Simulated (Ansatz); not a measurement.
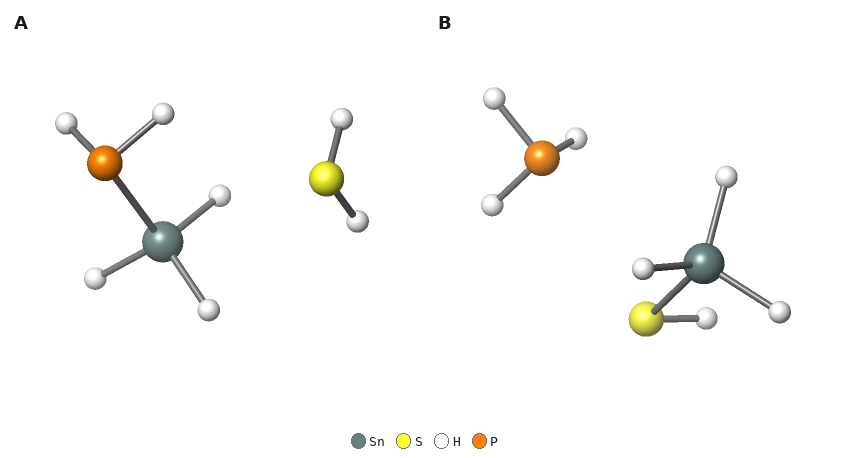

2 stationary structures of one formula. Geometries: PBE0-D4/def2-TZVP. Electronic energies: RHF-CCSD(T) (frozen core)/def2-SVP (Ansatz 0.2.0), without zero-point energy. Each is one conformer, not always the lowest.

**Which structure is the most stable?**

B is lowest (a minimum); A lies 20.4 kJ/mol above it (a minimum).
